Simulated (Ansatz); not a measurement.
System: FO₂S (charge −1).

```xyz
4

F     0.0757   -0.0273   -1.4838
O    -0.4081    1.1966    0.6039
S    -0.4023   -0.2047    0.1780
O     0.7347   -0.9647    0.7019
```

Geometry: PBE0-D4/def2-TZVPD.

These are results of RKS PBE0-D4/def2-TZVPPD in Ansatz, not measurements.

> What will maps of the electron density and electron localisation function show?

S–O (1.46 Å): the density is about 2.3 e/Å³ at the midpoint; the ELF peaks at about 0.80 between the atoms, as expected for a short, strongly polar bond.
S–F (1.74 Å): ρ at the midpoint is about 1.1 e/Å³; the ELF peaks at about 0.80 between the atoms, as expected for a polar covalent bond.

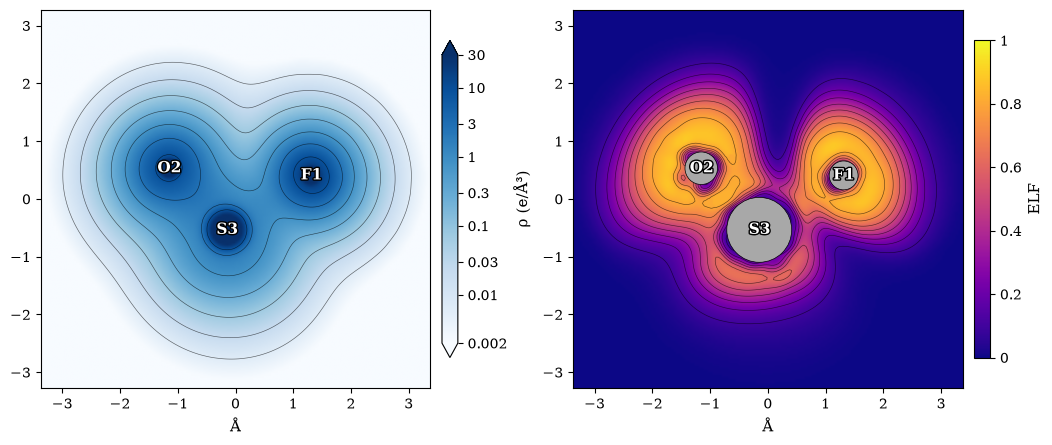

Computed electron density and electron localisation function on the plane of atoms F1, S3 and O2, in this order. Grey discs cover the atomic cores in the ELF map. 
